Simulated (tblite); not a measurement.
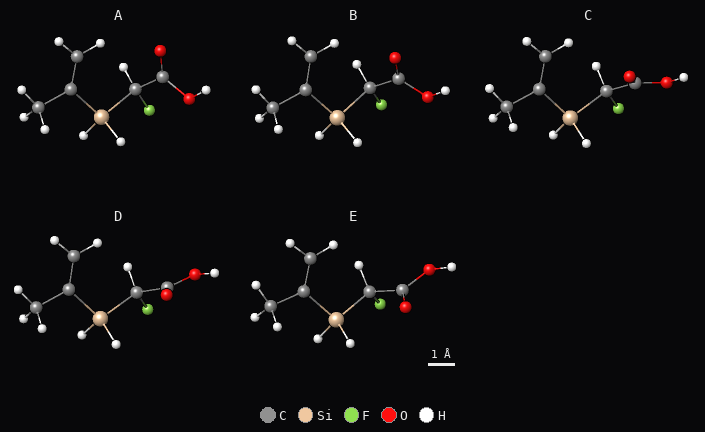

5 geometries from one relaxation of C₅H₉FO₂Si, in shuffled order. A ball-and-stick model, seen at a tilt.

All numbers below come from tblite 0.8.0, GFN2-xTB geometry optimisation, gas phase. 

Put them in the order of the run, from the start to the converged end.

E, D, C, B, A. They are steps 0, 35, 54, 82, 154, at +90.4 kJ/mol, +13.4 kJ/mol, +7.61 kJ/mol, +3.51 kJ/mol relative to the last. After 154 geometry steps the energy has fallen by 90.4 kJ/mol. The atom that moves furthest after the best rigid fit is an O atom (2.24 Å). By element the largest moves are O 2.24 Å, H 1.20 Å, C 0.52 Å, F 0.32 Å, Si 0.10 Å. Some distances before and after: C–Si 1.835 → 1.942 Å, C–O 1.279 → 1.206 Å, C–O 1.388 → 1.334 Å, C–H 1.123 → 1.089 Å. Among the angles between lasting bonds that change: C–O–H 123.4° → 110.4°, F–C–C 104.2° → 111.3°, C–Si–H 110.0° → 103.1°. Groups turn about C–C by about 85°, C–Si by about 25°.
